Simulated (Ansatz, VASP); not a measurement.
**SrZnCl4 (SrZnCl4 (I4_1/a)) in two plane-wave programs**

One calculation is typed for both programs; each brings its own data sets and cutoff. How far apart do they land? The structure shown is the end of the Ansatz relaxation below.

Calculated with Ansatz 0.2.0; plane waves, with VASP 6.6.1 beside it; single point at r2SCAN.

### Step 1. Set-up

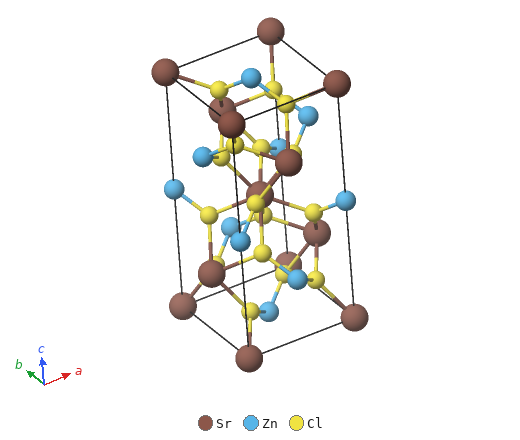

The cell as given, from a free direction (strontium brown, zinc blue, chlorine yellow). This picture shows the conventional cell, with its axes. Some periodic images of atoms are drawn too.

### Step 2. Ansatz: relaxation, r2SCAN

Ansatz runs on its default PAW (the set named soft_2) files.

This run makes the geometry at which the two programs are then compared.

Input file input.yaml:

```yaml
crystal:
  lattice:
    - [-3.2518584, 3.2518584, 7.2121687]
    - [3.2518584, -3.2518584, 7.2121687]
    - [3.2518584, 3.2518584, -7.2121687]
  atoms:
    - { symbol: Sr, position: [0.0, 0.0, 0.0] }
    - { symbol: Sr, position: [0.75, 0.25, 0.5] }
    - { symbol: Zn, position: [0.25, 0.75, 0.5] }
    - { symbol: Zn, position: [0.5, 0.5, 0.0] }
    - { symbol: Cl, position: [0.42569953, 0.32272263, 0.58606621] }
    - { symbol: Cl, position: [0.58963332, 0.67569953, 0.6029769] }
    - { symbol: Cl, position: [0.32430047, 0.92727737, 0.91393379] }
    - { symbol: Cl, position: [0.67727737, 0.26334358, 0.1029769] }
    - { symbol: Cl, position: [0.07272263, 0.98665642, 0.3970231] }
    - { symbol: Cl, position: [0.01334358, 0.41036668, 0.08606621] }
    - { symbol: Cl, position: [0.16036668, 0.57430047, 0.8970231] }
    - { symbol: Cl, position: [0.73665642, 0.83963332, 0.41393379] }
basis:
  ecutwfc: 500
  xc_grid: 2
hamiltonian:
  xc: r2scan
kpoints:
  mp_grid: { grid: [6, 6, 6] }
scf:
  occupations: { method: fixed }
  max_iter: 100
relax:
  f_tol: 0.005
  max_steps: 60
  cell: {}
output:
  forces: true
  stress: true
checkpoint:
  write: "../cell.run"
  compress: false
  write_wavefunctions: false
  write_every: 100000
```

Run with:

```
ansatz run input.yaml --threads 4 --pin off --max-ram 7536MiB --backend cpu --events-out ev --progress --plain --runs-dir out
```

Numbers of over 12 decimals in the logs are rounded to 6 here.

Log:

```text
Engine: ansatz 0.2.0, x86_64-unknown-linux-gnu
Pseudopotentials: kind: paw
Pseudopotential: Sr, paw, valence charge 10, recommended cutoff 500 eV (meta_gga), Sr.paw.azcp
Pseudopotential: Zn, paw, valence charge 12, recommended cutoff 500 eV (meta_gga), Zn.paw.azcp
Pseudopotential: Cl, paw, valence charge 7, recommended cutoff 500 eV (meta_gga), Cl.paw.azcp
Functional definition: r2SCAN
  parameter k0 = 0.174
  parameter k1 = 0.065
  parameter a1 = 4.9479
  exchange = r2scan_x(k0 = k0, k1 = k1, a1 = a1)
  correlation = r2scan_c
Crystal: 12 atoms, lattice volume = 305.063 Å³
Basis set: ecut = 500 eV, 7743 PW (Γ), exchange–correlation on 128×128×128 points (8 copies of the dense FFT grid, shifted against one another)
Bands: 62, of which v1, the nominal top of the filled ones, is band 50 counted from 1 (49 counted from 0)
Symmetry: 8 space group operations
Space group: I41/a (ITA 88), of the structure as read, at distance tolerance 6.7e-5 Å
k-points: 36 of 216
Non-local potential: Sr, projectors of the file, l = 0: 3, l = 1: 2, l = 2: 2
Non-local potential: Zn, projectors of the file, l = 0: 2, l = 1: 2, l = 2: 3, l = 3: 1
Non-local potential: Cl, projectors of the file, l = 0: 2, l = 1: 2, l = 2: 2
PAW form: soft (Blöchl's): semilocal exchange-correlation on the pseudo side does not see the compensation charge
PAW frozen core: Sr, regenerated for the run's functional (the file was generated under x = pbe(κ = 0.804, μ = 0.219515), c = pbe(β = 0.066725))
PAW frozen core: Zn, regenerated for the run's functional (the file was generated under x = pbe(κ = 0.804, μ = 0.219515), c = pbe(β = 0.066725))
PAW frozen core: Cl, regenerated for the run's functional (the file was generated under x = pbe(κ = 0.804, μ = 0.219515), c = pbe(β = 0.066725))
PAW one-centre angular grid: Sr, 302 points (default); XC on 160 Gauss nodes
PAW one-centre angular grid: Zn, 590 points (default); XC on 261 of its mesh's 2673 points in the sphere
PAW one-centre angular grid: Cl, 302 points (default); XC on 160 Gauss nodes
Initial density: superposition of atomic densities (neutral atoms: chi_scale 0, normalization atom), corrected by the library's trained network
Initial wavefunctions: pseudopotential atomic-orbital guess
Functional: x = r2scan, c = r2scan; τ floored in thin density (d = 2e-4 eV/Å³)
SCF iter   1: F=—  HF=-22455.132997 eV  |F-HF|=—  |Δ(HF+E_count)|=         —  Δρ=8.32e-3  dr2=1.01e-1  dr2_τ=3.29e-2  ethr=1.77e-3  ⟨swp⟩=6.0  Hψ=9705  notcnv=0  defer=353
preconditioner: auto → Resta (q_TF=auto, 2.265 Å⁻¹)  ε∞=3.3  [insulator: Δε(μ)=5.157 eV  Ē_g=13.701 eV  n_scr=68 (ndim 8)  ℏωp=20.8 eV  f_vac=0.056  ε∞_Penn≈3.3]
SCF iter   2: F=—  HF=-22455.212113 eV  |F-HF|=—  |Δ(HF+E_count)|=   7.91e-2  Δρ=2.40e-3  dr2=1.18e-2  dr2_τ=7.54e-4  ethr=1.01e-4  ⟨swp⟩=3.1  Hψ=3920  notcnv=0  defer=360
SCF iter   3: F=—  HF=-22455.209217 eV  |F-HF|=—  |Δ(HF+E_count)|=   2.90e-3  Δρ=2.04e-3  dr2=6.53e-3  dr2_τ=1.67e-4  ethr=1.18e-5  ⟨swp⟩=3.0  Hψ=3404  notcnv=0  defer=252
automatic band count: iteration 3 solves 59 bands in place of 62: the levels show a gap, and the empty bands left out lie too high to hold charge; the band table lists the bands solved (type scf.n_extra_bands for more)
SCF iter   4: F=—  HF=-22455.208880 eV  |F-HF|=—  |Δ(HF+E_count)|=   3.38e-4  Δρ=5.18e-4  dr2=5.40e-4  dr2_τ=3.41e-5  ethr=6.53e-6  ⟨swp⟩=3.4  Hψ=3721  notcnv=0  defer=252
SCF iter   5: F=—  HF=-22455.208925 eV  |F-HF|=—  |Δ(HF+E_count)|=   4.49e-5  Δρ=9.02e-5  dr2=3.10e-5  dr2_τ=1.14e-6  ethr=5.40e-7  ⟨swp⟩=2.6  Hψ=3896  notcnv=0  defer=251
SCF iter   6: F=—  HF=-22455.209044 eV  |F-HF|=—  |Δ(HF+E_count)|=   1.20e-4  Δρ=1.47e-5  dr2=1.11e-6  dr2_τ=4.55e-8  ethr=3.10e-8  ⟨swp⟩=2.9  Hψ=4516  notcnv=0  defer=251
SCF iter   7: F=-22455.209045 eV  HF=-22455.209045 eV  |F-HF|=3.84e-8  |Δ(HF+E_count)|=   5.74e-7  Δρ=3.89e-6  dr2=7.59e-8  dr2_τ=4.31e-9  ethr=1.00e-10  ⟨swp⟩=4.0  Hψ=9811  notcnv=0
SCF 1 converged in 7 iterations: F = -22455.209045 eV  dr2 = 7.59e-8
  greatest PAW one-centre occupation: 0.988 electrons in one spin orbital (limit 2), on the Sr atom at site 1 (counted from 0), in its partial waves of l = 0
relax step   1: F+E_penalty+E_count = -22455.20904498 eV  Δ(F+E_penalty+E_count) = +0.000e0 eV  max|allowed force component| = 1.037e-2 eV/Å  Δτ_max = 0.0000 Å  P = +0.020 GPa  Ω = 305.063 Å³  (7 SCF iters, dr2 threshold 1.00e-7 eV, accepted)
[...]
relax step   2: F+E_penalty+E_count = -22455.20930922 eV  Δ(F+E_penalty+E_count) = -2.642e-4 eV  max|allowed force component| = 3.127e-3 eV/Å  Δτ_max = 0.0050 Å  P = +0.015 GPa  Ω = 304.904 Å³  energy of the carried Pulay correction = +1.966e-5 eV  (6 SCF iters, dr2 threshold 6.72e-9 eV, accepted)
[...]
relax step   3: F+E_penalty+E_count = -22455.20929024 eV  Δ(F+E_penalty+E_count) = +1.898e-5 eV  max|allowed force component| = 3.133e-3 eV/Å  Δτ_max = 0.0000 Å  P = +0.015 GPa  Ω = 304.904 Å³  stress off target by 1.84e-2 GPa  SCF on the basis re-selected at this cell (its energy is not comparable with the rows above)  (5 SCF iters)
basis re-selected at this cell: Δ(F+E_penalty+E_count) = +1.898e-5 eV, ΔP = -0.000 GPa vs the last step (what re-selecting the basis moved, of the pressure what is left beyond the Pulay correction that the steps carried, after the strain that the cell walked since its last selection, with what the two solves' SCF thresholds leave and, on support functions, any second-order correction that the steps lacked; it is no m [...]
SCF converged after 5 iterations
Free energy (F): -22455.209290 eV
Harris-Foulkes:  -22455.209290 eV  (|F-HF|=2.40e-10)
Internal energy: -22455.209290 eV  (E = F + TS)
E sigma→0 (E₀):  -22455.209290 eV
Fermi energy:    2.424233 eV
--- Per-component energies (eV) ---
  E_band       = -463.930629
  E_kinetic    = 2038.289993
  E_local      = -7675.664418  (includes V_loc(G=0)·N_el)
  E_nonlocal   = 1873.439464
  E_hartree    = 2819.100386
  E_xc         = -1407.476796
  E_vxc        = -1538.632042  (∫ρ·V_xc dr)
  E_paw        = -14471.912189  (= ΣΔE_a)
  E_vpaw       = -880.203039  (= ΣTr[D̂ρ^β])
  E_aug_tail   = 0.000185  (compensation charges beyond the density's cutoff)
  E_vtau       = 80.638820  (kinetic-family band-sum trace: ∫τ·v_τ [+ j·A + Jᵃ·Aᵃ] dr)
  E_ewald      = -5629.237352
  E_core_change = -1.748565  (= ΣΔE_core)
  E_smearing   = -0.000000  (= −TS)
  E_closure    = 0.000000  (closes the sum)
  Σ components = -22455.209290   (vs F -22455.209290, Δ=0.00e0)
--- Forces (eV/Å), atoms counted from 1 ---
  atom   1  Sr     0.00000000     0.00000000     0.00000000
  atom   2  Sr    -0.00000000     0.00000000     0.00000000
  atom   3  Zn     0.00000000     0.00000000     0.00000000
  atom   4  Zn     0.00000000     0.00000000     0.00000000
  atom   5  Cl    -0.00313293    -0.00292336     0.00277792
  atom   6  Cl    -0.00292336     0.00313293     0.00277792
  atom   7  Cl     0.00313293     0.00292336    -0.00277792
  atom   8  Cl    -0.00292336     0.00313293    -0.00277792
  atom   9  Cl     0.00292336    -0.00313293     0.00277792
  atom  10  Cl    -0.00313293    -0.00292336    -0.00277792
  atom  11  Cl     0.00292336    -0.00313293    -0.00277792
  atom  12  Cl     0.00313293     0.00292336     0.00277792
  max |Σ_I F_I| component: 3.04e-18 eV/Å
--- Stress (GPa, compression-positive) ---
        0.018374      -0.000000       0.000000
        0.000000       0.018374       0.000000
        0.000000      -0.000000       0.008916
  P = ⅓ Tr σ = 0.0152 GPa (0.152 kbar)
--- Relaxed structure (2 steps of the walk, 2 accepted, 1 SCFs on fresh bases) ---
  F+E_penalty+E_count = -22455.20929024 eV   max|allowed force component| = 3.133e-3 eV/Å   (the final SCF, on the basis selected at the relaxed cell)
  cell:  # Å, volume = 304.9043 Å³
    - [-3.253153, 3.253153, 7.202687]
    - [3.253153, -3.253153, 7.202687]
    - [3.253153, 3.253153, -7.202687]
  atoms:
    - { symbol: Sr, position: [0, 0, 0] }
    - { symbol: Sr, position: [0.750000, 0.250000, 0.500000] }
    - { symbol: Zn, position: [0.250000, 0.750000, 0.500000] }
    - { symbol: Zn, position: [0.5, 0.5, 0] }
    - { symbol: Cl, position: [0.425699, 0.323409, 0.586222] }
    - { symbol: Cl, position: [0.589477, 0.675699, 0.602290] }
    - { symbol: Cl, position: [0.324301, 0.926591, 0.913778] }
    - { symbol: Cl, position: [0.676591, 0.262813, 0.102290] }
    - { symbol: Cl, position: [0.073409, 0.987187, 0.397710] }
    - { symbol: Cl, position: [0.012813, 0.410523, 0.086222] }
    - { symbol: Cl, position: [0.160523, 0.574301, 0.897710] }
    - { symbol: Cl, position: [0.737187, 0.839477, 0.413778] }
```

[end of part 1 of 2]

[Lines on the potential files, build, host, timing and source positions are cut from VASP's logs without a mark.]

[Logs are printed without paths, hosts, clocks, repeated set-up lines and the standing remarks that a program may print on its own settings, such as how far it seeks lower states.]

[Hosts, paths, dates, database ids (printed as entryN), source tags and the programs' standing remarks are cut or masked in the printed files.]
